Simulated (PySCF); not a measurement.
# InCl: one geometry, many levels of theory

How much do the numbers for InCl (singlet) hang on the method? All levels run at one geometry, the PBE0 minimum.

Program: PySCF 2.14.0. Level of theory: several methods, basis In def2-TZVPD with ECP28, Cl def2-TZVPD, scalar-relativistic core potentials, no spin–orbit coupling, density fitting. These are calculated values, not measurements.

## 1. The starting structure

2 atoms, charge 0, spin multiplicity 1.

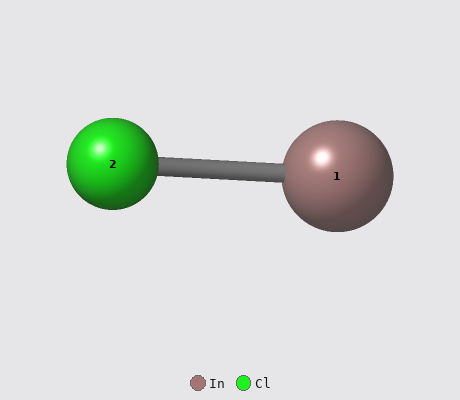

The starting geometry (indium brown, chlorine green); atoms are numbered from 1 in the order of the file.

Z-matrix (Å, degrees; charge 0 multiplicity 1):
```
In
Cl 1 2.4167
```

## 2. CCSD(T)

The steps are one call of a driver around PySCF; scf.py gives each level's set-up. Each SCF starts from the density of the minimum.

File scf.py:

```python
from pyscf import gto, scf, dft
mol = gto.M(atom='''
In     0.000000    -0.000000    -0.563874
Cl     0.000000     0.000000     1.852829''',
    basis={'In': 'def2-TZVPD', 'Cl': 'def2-TZVPD'},
    ecp={'In': 'def2-TZVPD'},
    charge=0, spin=0)
mf = scf.RHF(mol)
aux = {'In': 'def2-universal-JKFIT', 'Cl': 'def2-universal-JKFIT'}
mf = mf.density_fit(auxbasis=aux)
mf.conv_tol = 1e-08
mf.diis_space = 10
mf.max_cycle = 60
mf.verbose = 4
mf.kernel()
from pyscf import cc
mycc = cc.CCSD(mf, frozen=9).run()
mycc.ccsd_t()
```

Started as:

```bash
$ OMP_NUM_THREADS=4 python axn.py task.json out
```

The program printed:

```text
init E= -648.796951385954
  HOMO = -0.3322934854877  LUMO = 0.0196092313285168  gap/eV = 9.57576
cycle= 1 E= -648.811513802179  delta_E= -0.0146  |g|= 0.0546  |ddm|= 0.765
  HOMO = -0.33711201543701  LUMO = 0.0152776031094117  gap/eV = 9.58901
cycle= 2 E= -648.812407212452  delta_E= -0.000893  |g|= 0.0148  |ddm|= 0.238
  HOMO = -0.339239998404454  LUMO = 0.0140100098510458  gap/eV = 9.61242
cycle= 3 E= -648.812513166897  delta_E= -0.000106  |g|= 0.00648  |ddm|= 0.0463
  HOMO = -0.339434738403392  LUMO = 0.0138212162467841  gap/eV = 9.61258
cycle= 4 E= -648.812531493834  delta_E= -1.83e-05  |g|= 0.00121  |ddm|= 0.03
  HOMO = -0.339467628807274  LUMO = 0.0137767202175146  gap/eV = 9.61227
cycle= 5 E= -648.812533070649  delta_E= -1.58e-06  |g|= 0.000387  |ddm|= 0.00701
  HOMO = -0.339441453274449  LUMO = 0.0138036949278279  gap/eV = 9.61229
cycle= 6 E= -648.812533192149  delta_E= -1.22e-07  |g|= 0.000134  |ddm|= 0.00143
  HOMO = -0.339418856147998  LUMO = 0.0138097043219025  gap/eV = 9.61184
cycle= 7 E= -648.812533209356  delta_E= -1.72e-08  |g|= 2.96e-05  |ddm|= 0.000495
  HOMO = -0.339416852186575  LUMO = 0.0138096325477572  gap/eV = 9.61178
cycle= 8 E= -648.81253321008  delta_E= -7.24e-10  |g|= 7.89e-06  |ddm|= 7.27e-05
  HOMO = -0.339416032090321  LUMO = 0.0138094762535943  gap/eV = 9.61176
Extra cycle  E= -648.812533210119  delta_E= -3.91e-11  |g|= 3.59e-06  |ddm|= 1.77e-05
converged SCF energy = -648.812533210119
CCSD nocc = 10, nmo = 93
Init t2, MP2 energy = -649.26566080457  E_corr(MP2) -0.453127594450129
RCCSD converged
E(RCCSD) = -649.27541125329  E_corr = -0.4628780431706115
RCCSD(T) correction = -0.0168323155696844
```

This level ran for 34 s (4 threads of Arm Neoverse V2, shared host).

- energy: -649.292244 Eh
- MP2 correlation in its own fitting basis (same spin, opposite spin): -0.45313 Eh (-0.14035, -0.31278)
- CCSD, (T): -0.46288, -0.01683 Eh; T1 0.015, D1 0.051

## 3. HF

Edit scf.py of step 2 so:

```diff
@@ -16,3 +15,0 @@
-from pyscf import cc
-mycc = cc.CCSD(mf, frozen=9).run()
-mycc.ccsd_t()
```

The SCF cycles repeat those of step 2.

This level took under 0.5 s.

* energy: -648.812533 Eh
* Mulliken charge of In1: +0.64 e

## 4. PBE0

Edit scf.py of step 3 so:

```diff
@@ -8 +8,2 @@
-mf = scf.RHF(mol)
+mf = dft.RKS(mol, xc='PBE0')
+mf.grids.atom_grid = (75, 302)
```

The program printed:

```text
init E= -650.280477581321
  HOMO = -0.268663150480542  LUMO = -0.0674495264786319  gap/eV = 5.47530
cycle= 1 E= -650.280477581311  delta_E= 9.32e-12  |g|= 1.3e-05  |ddm|= 2.65e-05
  HOMO = -0.268662258386457  LUMO = -0.0674498709489873  gap/eV = 5.47527
Extra cycle  E= -650.280477581291  delta_E= 2e-11  |g|= 1.58e-05  |ddm|= 3.06e-05
converged SCF energy = -650.280477581291
```

This level took under 0.5 s.

- energy: -650.280478 Eh
- Mulliken charge of In1: +0.53 e

## 5. PBE

Edit scf.py of step 4 so:

```diff
@@ -8 +8 @@
-mf = dft.RKS(mol, xc='PBE0')
+mf = dft.RKS(mol, xc='PBE')
```

The program printed, cut to the lines that bear on the results:

```text
[... the frontier levels of the middle cycles are left out ...]
init E= -650.24729002505
  HOMO = -0.231907478127695  LUMO = -0.092269518961347  gap/eV = 3.79974
cycle= 1 E= -650.248957387154  delta_E= -0.00167  |g|= 0.0442  |ddm|= 0.337
  HOMO = -0.237577376987489  LUMO = -0.0908823668918919  gap/eV = 3.99177
cycle= 2 E= -650.248149091775  delta_E= 0.000808  |g|= 0.0669  |ddm|= 0.135
  HOMO = -0.233475685302491  LUMO = -0.0914843940171706  gap/eV = 3.86378
cycle= 3 E= -650.249369044188  delta_E= -0.00122  |g|= 0.016  |ddm|= 0.08
cycle= 4 E= -650.249423947395  delta_E= -5.49e-05  |g|= 0.00167  |ddm|= 0.0216
cycle= 5 E= -650.249425000088  delta_E= -1.05e-06  |g|= 0.000338  |ddm|= 0.00357
cycle= 6 E= -650.249425033416  delta_E= -3.33e-08  |g|= 0.000104  |ddm|= 0.000439
cycle= 7 E= -650.249425035739  delta_E= -2.32e-09  |g|= 1.08e-05  |ddm|= 0.000139
  HOMO = -0.233792640583118  LUMO = -0.0913103313474084  gap/eV = 3.87714
Extra cycle  E= -650.249425035712  delta_E= 2.75e-11  |g|= 1.54e-05  |ddm|= 3.36e-05
converged SCF energy = -650.249425035712
```

This level took 0.5 s.

* energy: -650.249425 Eh
* Mulliken charge of In1: +0.48 e

## 6. B3LYP

Edit scf.py of step 5 so:

```diff
@@ -8 +8 @@
-mf = dft.RKS(mol, xc='PBE')
+mf = dft.RKS(mol, xc='B3LYP')
```

The program printed:

```text
init E= -650.51885969025
  HOMO = -0.262829433844244  LUMO = -0.0762508534565876  gap/eV = 5.07706
cycle= 1 E= -650.519646373538  delta_E= -0.000787  |g|= 0.0129  |ddm|= 0.214
  HOMO = -0.26421079858428  LUMO = -0.0772398469308267  gap/eV = 5.08774
cycle= 2 E= -650.519646758795  delta_E= -3.85e-07  |g|= 0.0111  |ddm|= 0.0415
  HOMO = -0.264131165411682  LUMO = -0.0768065385633974  gap/eV = 5.09736
cycle= 3 E= -650.519664912991  delta_E= -1.82e-05  |g|= 0.002  |ddm|= 0.0178
  HOMO = -0.264028820143326  LUMO = -0.0769176547165465  gap/eV = 5.09155
cycle= 4 E= -650.519666059069  delta_E= -1.15e-06  |g|= 0.000879  |ddm|= 0.00301
  HOMO = -0.264084142817282  LUMO = -0.0769174386314056  gap/eV = 5.09307
cycle= 5 E= -650.519666254317  delta_E= -1.95e-07  |g|= 0.000104  |ddm|= 0.00104
  HOMO = -0.264077515545398  LUMO = -0.0769109043315315  gap/eV = 5.09306
cycle= 6 E= -650.519666256157  delta_E= -1.84e-09  |g|= 4.73e-05  |ddm|= 0.000114
  HOMO = -0.264083054766151  LUMO = -0.0769115619068951  gap/eV = 5.09320
Extra cycle  E= -650.519666255841  delta_E= 3.16e-10  |g|= 6.14e-05  |ddm|= 0.00012
converged SCF energy = -650.519666255841
```

This level ran for under 0.5 s (4 threads of Arm Neoverse V2, shared host).

* energy: -650.519666 Eh
* Mulliken charge of In1: +0.51 e

## 7. r2SCAN

Edit scf.py of step 6 so:

```diff
@@ -8,2 +8,2 @@
-mf = dft.RKS(mol, xc='B3LYP')
-mf.grids.atom_grid = (75, 302)
+mf = dft.RKS(mol, xc='R2SCAN')
+mf.grids.atom_grid = (90, 434)
```

The program printed:

```text
init E= -650.470091349163
  HOMO = -0.243925746854372  LUMO = -0.0862963350220099  gap/eV = 4.28931
cycle= 1 E= -650.470775931729  delta_E= -0.000685  |g|= 0.0199  |ddm|= 0.266
  HOMO = -0.244434251518439  LUMO = -0.0832726803406858  gap/eV = 4.38543
cycle= 2 E= -650.470497144135  delta_E= 0.000279  |g|= 0.0367  |ddm|= 0.0727
  HOMO = -0.243293326308127  LUMO = -0.0841855363217968  gap/eV = 4.32954
cycle= 3 E= -650.47091668271  delta_E= -0.00042  |g|= 0.00247  |ddm|= 0.0402
  HOMO = -0.243309296492431  LUMO = -0.0842361159211898  gap/eV = 4.32860
cycle= 4 E= -650.470917979766  delta_E= -1.3e-06  |g|= 0.000756  |ddm|= 0.00352
  HOMO = -0.243279382761457  LUMO = -0.0842396720397118  gap/eV = 4.32769
cycle= 5 E= -650.470918115135  delta_E= -1.35e-07  |g|= 9.94e-05  |ddm|= 0.000834
  HOMO = -0.243258176861256  LUMO = -0.0842165096820655  gap/eV = 4.32774
cycle= 6 E= -650.470918117734  delta_E= -2.6e-09  |g|= 5.77e-05  |ddm|= 0.000407
  HOMO = -0.243267331185813  LUMO = -0.0842190645337795  gap/eV = 4.32792
Extra cycle  E= -650.470918117351  delta_E= 3.83e-10  |g|= 7.23e-05  |ddm|= 0.000195
converged SCF energy = -650.470918117351
```

This level took 0.9 s.

* energy: -650.470918 Eh
* Mulliken charge of In1: +0.54 e

## 8. wB97X

Edit scf.py of step 7 so:

```diff
@@ -8,2 +8,2 @@
-mf = dft.RKS(mol, xc='R2SCAN')
-mf.grids.atom_grid = (90, 434)
+mf = dft.RKS(mol, xc='WB97X')
+mf.grids.atom_grid = (75, 302)
```

The program printed:

```text
init E= -650.46312025903
  HOMO = -0.345690371487539  LUMO = -0.0059051165803122  gap/eV = 9.24603
cycle= 1 E= -650.464112031767  delta_E= -0.000992  |g|= 0.0138  |ddm|= 0.207
  HOMO = -0.346573206844182  LUMO = -0.00769025075170743  gap/eV = 9.22147
cycle= 2 E= -650.464170040551  delta_E= -5.8e-05  |g|= 0.00828  |ddm|= 0.0333
  HOMO = -0.34735011314925  LUMO = -0.00749763656259042  gap/eV = 9.24786
cycle= 3 E= -650.464184563837  delta_E= -1.45e-05  |g|= 0.0018  |ddm|= 0.0101
  HOMO = -0.347519042266507  LUMO = -0.00760472793137126  gap/eV = 9.24954
cycle= 4 E= -650.464186117176  delta_E= -1.55e-06  |g|= 0.000426  |ddm|= 0.00513
  HOMO = -0.347493586603256  LUMO = -0.00759066873418147  gap/eV = 9.24923
cycle= 5 E= -650.464186173244  delta_E= -5.61e-08  |g|= 0.000108  |ddm|= 0.00102
  HOMO = -0.347484369963216  LUMO = -0.0075836939509987  gap/eV = 9.24917
cycle= 6 E= -650.464186183132  delta_E= -9.89e-09  |g|= 2.77e-05  |ddm|= 0.000603
  HOMO = -0.347483566034946  LUMO = -0.00758080295843951  gap/eV = 9.24923
Extra cycle  E= -650.464186183786  delta_E= -6.54e-10  |g|= 1.84e-05  |ddm|= 8.72e-05
converged SCF energy = -650.464186183786
```

This level took 0.5 s.

| Quantity | Value |
| --- | --- |
| energy | -650.464186 Eh |
| Mulliken charge of In1 | +0.52 e |

## 9. The ladder

| level | atomisation energy (kJ/mol) | −ε(HOMO) (eV) | gap (eV) | dipole (D) | wall time |
| --- | --- | --- | --- | --- | --- |
| CCSD(T) | 434 | – | – | – | 34 s |
| HF | 329 | 9.24 | 9.61 | 3.55 | under 0.5 s |
| PBE0 | 442 | 7.31 | 5.48 | 3.57 | under 0.5 s |
| PBE | 453 | 6.36 | 3.88 | 3.45 | 0.5 s |
| B3LYP | 434 | 7.19 | 5.09 | 3.61 | under 0.5 s |
| r2SCAN | 451 | 6.62 | 4.33 | 3.42 | 0.9 s |
| wB97X | 452 | 9.46 | 9.25 | 3.66 | 0.5 s |

Times are for 4 threads of Arm Neoverse V2, shared host; PBE0 starts from its own converged density, so its time is not comparable. A dash stands where a species or a free atom was not run at that level, or the quantity is not defined.

Atomisation goes to high-spin atoms in their ground configurations, run at the same level, without zero-point energy.

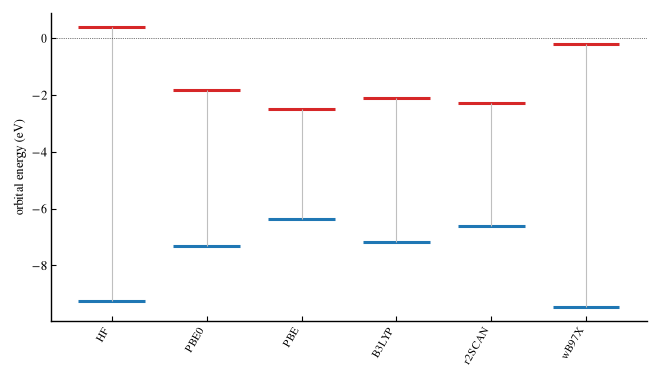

Highest occupied (blue) and lowest empty (red) levels by method.

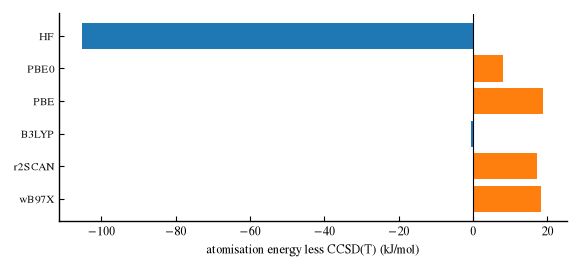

Deviation of the atomisation energy from CCSD(T).

## 10. Summary of results

| quantity | value |
| --- | --- |
| atomisation energy, CCSD(T) in this basis | 434 kJ/mol |
| orbital gap, range | 3.88 (PBE) to 9.61 (HF) eV |
| T1, D1 | 0.015, 0.051 |

In words: In atomisation energy the functionals lie from -1 kJ/mol (B3LYP) to +19 kJ/mol (PBE) against CCSD(T). In a basis of this size CCSD(T) binds too weakly, often by tens of kJ/mol, while functionals are nearer their limits, so this ranks no functional. HF lacks the correlation that pairing electrons in bonds brings, so it binds too weakly, by 105 kJ/mol even against this CCSD(T).
